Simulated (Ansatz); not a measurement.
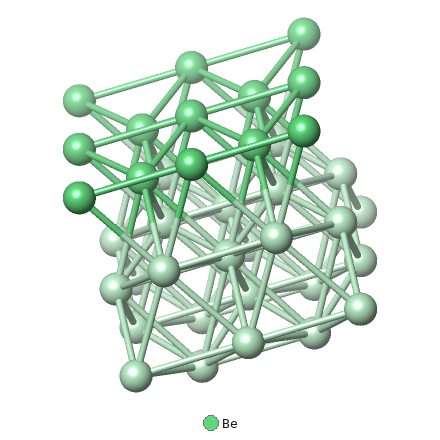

The system is Cl on a Be(100) slab cut from the P6_3/mmc phase, its upper half relaxed before the scan (24 atoms of substrate and one adsorbate in a 2 × 2 cell); the picture shows it without the atoms that are moved over the map. Cl is moved over the surface cell; relaxed at each place: the height of the adsorbate's atoms; substrate rigid; the origin of the map has the adsorbate above Be21. Places are given modulo a cell vector. The map is drawn in real space over the plane of the surface. The grid has 6 × 8 points; 20 points were computed and 28 follow by symmetry. Places are given in fractions of the 1 × 1 surface cell. Energies: eV, counted from the lowest grid point. The runs have no spin polarisation; a magnetic state may lie lower. Computed with DFT LDA, scalar-relativistic, plane waves, PAW (Ansatz 0.2.0). Settings: cutoff 420 eV, k-mesh 6×4×1, gaussian smearing 0.1 eV, no spin polarisation.

Range: position of Cl25 along the first surface vector from 0.000 to 0.833; position of Cl25 along the second surface vector from 0.000 to 0.875.

Question: What landscape does the calculation give?

Answer: The lowest grid point is at a bridge site between two Be atoms, over a third-layer Be atom, (3/6, 0/8) of the cell vectors. It is the only kind of minimum in the scanned range. The highest grid point, a fourfold hollow over a second-layer Be atom, (3/6, 4/8) of the cell vectors, lies 1.15 eV above the lowest. On the interpolated surface the easiest way out of the lowest well to its copy in the next cell or period passes a barrier of about 0.44 eV. At the lowest point the adsorbate has 2 Be at 2.07 Å as nearest neighbours, at the highest 1 Be at 2.19 Å. Its relaxed height above the top atom is 1.74 Å at the lowest and 1.75 Å at the highest point.

```csv
"second ↓, first →",0/6,1/6,2/6,3/6,4/6,5/6
7/8,0.48,0.41,0.22,0.08,0.22,0.41
6/8,0.60,0.55,0.44,0.36,0.44,0.55
5/8,0.80,0.82,0.85,0.87,0.85,0.82
4/8,0.92,1.00,1.11,1.15,1.11,1.00
3/8,0.80,0.82,0.85,0.87,0.85,0.82
2/8,0.60,0.55,0.44,0.36,0.44,0.55
1/8,0.48,0.41,0.22,0.08,0.22,0.41
0/8,0.44,0.36,0.15,0.00,0.15,0.36
```

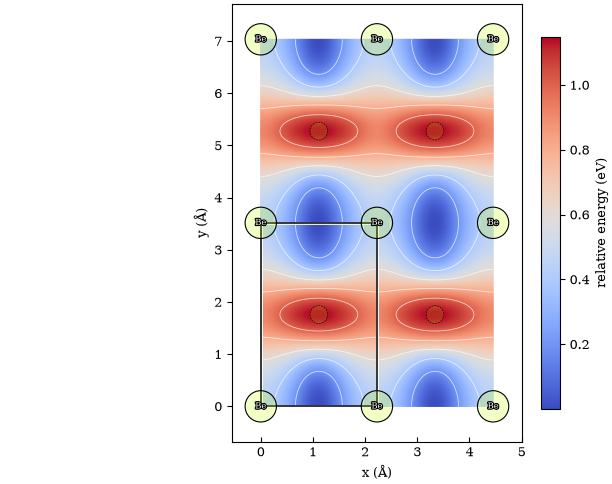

The picture shows a smooth colour map with a few white contour lines, labelled circles for the atoms of the top layer and small ones for the second layer, the outline of one cell of the 2 × 2 shown. Between grid points the surface is interpolated.

Each point was launched as `ansatz run input.yaml --threads 4 --pin off --max-ram 12288MiB --backend cpu --events-out ev --progress --plain --runs-dir out`. The whole map (20 points run) took 8.1 min on 4 threads of Intel(R) Xeon(R) Platinum 8488C (Sapphire Rapids) (shared host).
